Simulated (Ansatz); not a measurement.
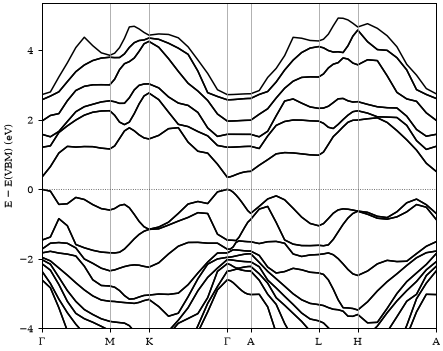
Figure. Band structure from DFT-r²SCAN with spin–orbit coupling in the program Ansatz with PAW potentials

### Question
Read off the gap and where the band edges lie.

### Answer
About 0.3 eV (0.35 eV by a search for the band edges); maximum at Γ, minimum at Γ.

The material is Sb2Se3 (La2O3 or Ni2Al3 type, P-3m1).

A made-up cell: these elements were put on the sites of a structure type; neither database checked (COD, Materials Project) lists it. It is not the phase usual at ambient conditions (space group No. 62). Symmetry was held in the r²SCAN relaxation; whether a distortion lowers the energy is not shown.

Potentials: the earlier of the program's two PAW sets.
